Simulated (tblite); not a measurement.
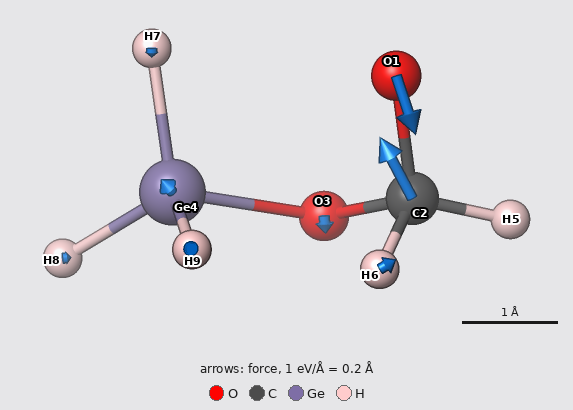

Starting geometry of CH5GeO2 (multiplicity 2) with the computed forces as blue arrows. Style: ball-and-stick. Shown face on.

The calculation used GFN2-xTB geometry optimisation, gas phase (tblite). 

What follows when this structure is relaxed?

Answer. It isn't relaxed: the largest force vector, on C2, is 3.74 eV/Å. The final displacements have little in common with the starting forces (cosine between the two patterns 0.26). Over 59 geometry steps the energy falls by 95.8 kJ/mol. H6 moves most after the best rigid fit: 0.94 Å. Largest moves by element: H 0.94 Å, O 0.67 Å, Ge 0.16 Å, C 0.10 Å. Near-neighbour distances that change, for instance: O1–Ge4 2.744 → 2.579 Å, O1–C2 1.393 → 1.289 Å, Ge4–H9 1.580 → 1.493 Å, Ge4–H7 1.535 → 1.493 Å. Among the angles between lasting bonds that change: O3–Ge4–H8 113.1° → 97.8°, H5–C2–H6 109.5° → 100.1°, O1–C2–O3 107.5° → 115.5°. Groups turn about C2–O3 by about 65°, O3–Ge4 by about 20°. The run took 0.11 s on 1 thread of AMD EPYC 9R45 96-Core Processor (shared host).
